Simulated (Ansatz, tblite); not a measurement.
# W(NH)2Cl2 (Cl₂H₂N₂W): spin-state energies by level

Is the singlet the ground state of W(NH)2Cl2 (Cl₂H₂N₂W)? Other spin states are computed and compared level by level.

Program: Ansatz 0.2.0, Gaussian basis. Level of theory: as each input shows. These are calculated values, not measurements.

The runs, in order: triplet, at the geometry of the singlet (GFN1-xTB, GFN2-xTB, PBE0-D4/def2-TZVP, PBE-D4/def2-TZVP, r2SCAN-D4/def2-TZVP); the singlet's energies come from earlier runs.

### Step 1. The structure

The singlet was relaxed beforehand with PBE-D4/def2-SVP.

7 atoms, charge 0, spin multiplicity 1.

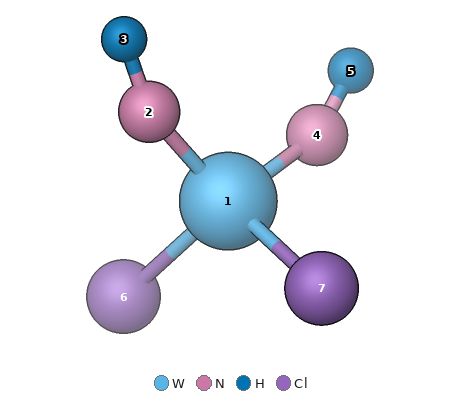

The structure; colours as in the key; atoms are numbered from 1 in the order of the file.

Geometry (Å):

```mol
Cl2H2N2W
  3D, bonds by distance, orders not assigned

  7  6  0  0  0  0  0  0  0  0999 V2000
   -0.4039    0.0064   -0.2838 W   0  0
   -0.4013   -0.0155    1.4727 N   0  0
    0.0406   -0.0300    2.3972 H   0  0
    1.2499    0.0024   -0.8761 N   0  0
    2.2696   -0.0058   -0.7738 H   0  0
   -1.3644    1.9942   -0.9437 Cl  0  0
   -1.3904   -1.9517   -0.9925 Cl  0  0
  1  2  8  0
  1  4  8  0
  1  6  8  0
  1  7  8  0
  2  3  8  0
  4  5  8  0
M  END
```

Formally the metal is d0. W takes a core potential in the def2 sets. No spin-orbit coupling is included.

### Step 2. Triplet at the fixed geometry, GFN1-xTB

Tight binding, by tblite at 300 K electronic temperature and without a spin-polarisation term:

```python
tblite.interface.Calculator('GFN1-xTB', numbers, positions, charge=0, uhf=2).singlepoint()
```

Energy -496.0965 eV; 0.005 s.

### Step 3. Triplet at the fixed geometry, GFN2-xTB

Tight binding, by tblite at 300 K electronic temperature and without a spin-polarisation term:

```python
tblite.interface.Calculator('GFN2-xTB', numbers, positions, charge=0, uhf=2).singlepoint()
```

Energy -500.3068 eV; 0.008 s.

### Step 4. Triplet at the fixed geometry, PBE0-D4/def2-TZVP

File in.yaml:

```yaml
crystal:
  periodic: [false, false, false]
  atoms:
    - {symbol: W, position_ang: [-0.403876, 0.006368, -0.283823]}
    - {symbol: N, position_ang: [-0.401321, -0.015503, 1.472662]}
    - {symbol: H, position_ang: [0.040606, -0.029966, 2.397230]}
    - {symbol: N, position_ang: [1.249856, 0.002379, -0.876117]}
    - {symbol: H, position_ang: [2.269553, -0.005765, -0.773769]}
    - {symbol: Cl, position_ang: [-1.364369, 1.994201, -0.943735]}
    - {symbol: Cl, position_ang: [-1.390449, -1.951714, -0.992459]}
basis:
  gaussian: {orbitals: def2-TZVP}
magnetization: {spin_polarized: true, initial_magnetization: 2}
hamiltonian: {xc: pbe0, dispersion: d4}
scf: {omitted_lower_state_checks: [starts]}
output: {orbitals: {seedname: orbitals}}
```

Launch:

```console
$ ansatz run in.yaml --threads 4 --pin off --events-out ev --progress --plain --max-ram 3916MiB
```

Output:

```text
Functional definition: PBE0
  name "PBE0"
  cite "Adamo & Barone, J. Chem. Phys. 110, 6158 (1999) doi:10.1063/1.478522"
  cite "Perdew, Burke & Ernzerhof, Phys. Rev. Lett. 77, 3865 (1996) doi:10.1103/PhysRevLett.77.3865"
  parent pbe
  parameter a = 0.25
  parameter kappa = 0.804
  parameter beta = 0.06672455060314922
  exchange = (1 - a)*pbe_x(kappa = kappa, mu = beta*pi^2/3) + a*exact_x
  correlation = pbe_c(beta = beta)
these checks for a lower state are left out or cut short: starts
1334 factors; their error is unknown
mean field evaluation 1: about -29854.1736 eV, gradient 6.9e1 eV
mean field evaluation 2: about -29708.3789 eV, gradient 1.8e2 eV
mean field evaluation 4: about -29867.6074 eV, gradient 3.3e1 eV
mean field evaluation 8: about -29874.5944 eV, gradient 1.1e0 eV
mean field evaluation 16: about -29874.6861 eV, gradient 1.2e-2 eV
mean field evaluation 32: about -29874.6861 eV, gradient 8.1e-5 eV
mean field -29874.68613517 eV, -1097.8744656781 hartree, gradient 2.0e-5 eV, S^2 2.026487; 0 other end points of the search recorded, 0 dependent functions left out
reference -29874.68616564 eV, -1097.8744667975 hartree; 33, 31 occupied and 155, 157 virtual orbitals, 1334 factors
Total energy: -29874.89522349 eV, -1097.8821495319 hartree
Checks for a lower state left out: starts
```

Run time: 12 s. Hardware: 4 threads of Arm Neoverse V2, shared host; peak memory 0.7 GiB.

From the report: HOMO -4.62 eV, LUMO -6.02 eV (over both spins; with the spin held, an empty level of the minority spin lies below the top filled one); ⟨S²⟩ 2.026 (pure: 2.00).

### Step 5. Triplet at the fixed geometry, PBE-D4/def2-TZVP

start.molden holds the orbitals of an earlier run on this state, given as this run's starting guess.

Edit in.yaml of step 4 so:

```diff
@@ -11,5 +11,5 @@
 basis:
-  gaussian: {orbitals: def2-TZVP}
+  gaussian: {orbitals: def2-TZVP, initial_orbitals: start.molden}
 magnetization: {spin_polarized: true, initial_magnetization: 2}
-hamiltonian: {xc: pbe0, dispersion: d4}
+hamiltonian: {xc: pbe, dispersion: d4}
 scf: {omitted_lower_state_checks: [starts]}
```

The command is unchanged.

Output:

```text
Functional definition: PBE
  name "PBE"
  cite "Perdew, Burke & Ernzerhof, Phys. Rev. Lett. 77, 3865 (1996) doi:10.1103/PhysRevLett.77.3865"
  parent pbe
  parameter kappa = 0.804
  parameter beta = 0.06672455060314922
  exchange = pbe_x(kappa = kappa, mu = beta*pi^2/3)
  correlation = pbe_c(beta = beta)
these checks for a lower state are left out or cut short: starts
1234 factors; their error is unknown
mean field evaluation 1: about -29874.4300 eV, gradient 9.7e0 eV
mean field evaluation 2: about -29874.6375 eV, gradient 4.2e-1 eV
mean field evaluation 4: about -29874.6283 eV, gradient 1.9e-1 eV
mean field evaluation 8: about -29874.6284 eV, gradient 5.2e-5 eV
mean field -29874.62842601 eV, -1097.8723449053 hartree, gradient 4.4e-6 eV, S^2 2.006758; 0 other end points of the search recorded, 0 dependent functions left out
reference -29874.62846772 eV, -1097.8723464383 hartree; 33, 31 occupied and 155, 157 virtual orbitals, 1234 factors
Total energy: -29874.87060008 eV, -1097.8812446383 hartree
Checks for a lower state left out: starts
```

Wall time 4.6 s (4 threads of Arm Neoverse V2, shared host).

From the report: HOMO -3.19 eV, LUMO -6.81 eV (over both spins; with the spin held, an empty level of the minority spin lies below the top filled one); ⟨S²⟩ 2.007 (pure: 2.00).

### Step 6. Triplet at the fixed geometry, r2SCAN-D4/def2-TZVP

Edit in.yaml of step 5 so:

```diff
@@ -13,3 +13,3 @@
 magnetization: {spin_polarized: true, initial_magnetization: 2}
-hamiltonian: {xc: pbe, dispersion: d4}
+hamiltonian: {xc: r2scan, dispersion: d4}
 scf: {omitted_lower_state_checks: [starts]}
```

The command is unchanged.

Output:

```text
Functional definition: r2SCAN
  name "r2SCAN"
  cite "Furness, Kaplan, Ning, Perdew & Sun, J. Phys. Chem. Lett. 11, 8208 (2020) doi:10.1021/acs.jpclett.0c02405"
  cite "Furness, Kaplan, Ning, Perdew & Sun, J. Phys. Chem. Lett. 11, 9248 (2020) doi:10.1021/acs.jpclett.0c03077"
  parent r2scan
  parameter k0 = 0.174
  parameter k1 = 0.065
  parameter a1 = 4.9479
  exchange = r2scan_x(k0 = k0, k1 = k1, a1 = a1)
  correlation = r2scan_c
these checks for a lower state are left out or cut short: starts
1234 factors; their error is unknown
mean field evaluation 1: about -29884.7315 eV, gradient 6.7e0 eV
mean field evaluation 2: about -29884.7988 eV, gradient 1.6e-1 eV
mean field evaluation 4: about -29884.7854 eV, gradient 1.0e-2 eV
mean field evaluation 8: about -29884.7854 eV, gradient 1.3e-5 eV
mean field -29884.78536276 eV, -1098.2456054464 hartree, gradient 1.3e-5 eV, S^2 2.018899; 0 other end points of the search recorded, 0 dependent functions left out
reference -29884.78537512 eV, -1098.2456059007 hartree; 33, 31 occupied and 155, 157 virtual orbitals, 1234 factors
Total energy: -29884.84180233 eV, -1098.2476795622 hartree
Checks for a lower state left out: starts
```

Run time: 11 s. Hardware: 4 threads of Arm Neoverse V2, shared host.

Report: HOMO -3.56 eV, LUMO -6.70 eV (over both spins; with the spin held, an empty level of the minority spin lies below the top filled one); ⟨S²⟩ 2.019 (pure: 2.00).

### Step 7. Triplet less singlet, vertical

The singlet's energies are those of its earlier runs, whose logs aren't repeated here.

```
              level  triplet less singlet, vertical (kJ/mol)     time
           GFN1-xTB                                   +379.4   0.01 s
           GFN2-xTB                                   +277.5  0.013 s
   PBE-D4/def2-TZVP                                   +353.6    6.9 s
r2SCAN-D4/def2-TZVP                                   +349.7     15 s
  PBE0-D4/def2-TZVP                                   +347.2     15 s
```

Times add the two runs; a level without a time comes out of a correlated run. Tight binding without a spin term can't rank spin states.

### Step 8. Outcome

| quantity | value |
| --- | --- |
| triplet less singlet, vertical, functionals in def2-TZVP | +347.2 (PBE0-D4) to +353.6 kJ/mol (PBE-D4) |

All functionals put the triplet above the singlet, over a spread of 6.3 kJ/mol. The checks for a lower triplet were left out, so another state of that spin may lie lower. The singlet here is a closed shell; an open-shell singlet can lie lower. These are electronic energies, without zero-point motion, entropy or surroundings. Spin-orbit coupling is left out too; for so heavy a metal it can shift spin gaps by tenths of an eV.
